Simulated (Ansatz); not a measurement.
**Effect of Sb → Tl on InSb**

Base system: InSb in the zinc blende structure (space group F-43m, No. 216; a = 6.519 Å).

It is then changed as follows: full substitution Sb → Tl, then cell and atoms are relaxed.

Computed with PBEsol in Ansatz (plane waves to 420 eV, PAW, spin-orbit coupling left out). Γ-centred 12×12×12 mesh, Fermi–Dirac width 0.05 eV.

```json
[
 {"quantity": "volume per atom", "base": "34.63 Å³", "changed": "37.42 Å³", "shift": "+2.798 Å³"},
 {"quantity": "density", "base": "5.67 g/cm³", "changed": "7.08 g/cm³", "shift": "+1.41 g/cm³"},
 {"quantity": "lattice parameter a", "base": "6.519 Å", "changed": "6.690 Å", "shift": "+0.171 Å"},
 {"quantity": "shortest interatomic distance", "base": "2.823 Å", "changed": "2.897 Å", "shift": "+0.074 Å"},
 {"quantity": "band gap", "base": "zero", "changed": "zero", "shift": "–"}
]
```

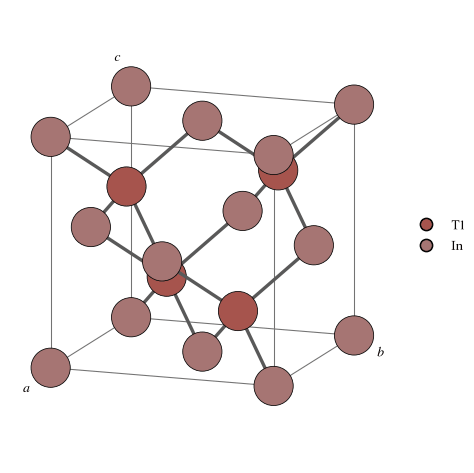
Figure: The relaxed conventional cell after the change

Spin-orbit coupling, missing from the scalar runs, can matter with Sb. Stability against distortions was not tested. As relaxed here, TlIn is a hypothetical phase, not in the database extracts checked. All final runs are without spin polarisation. A zero or small gap of InSb can be the functional's error rather than a property of the material.

Ansatz is a program for electronic structure.
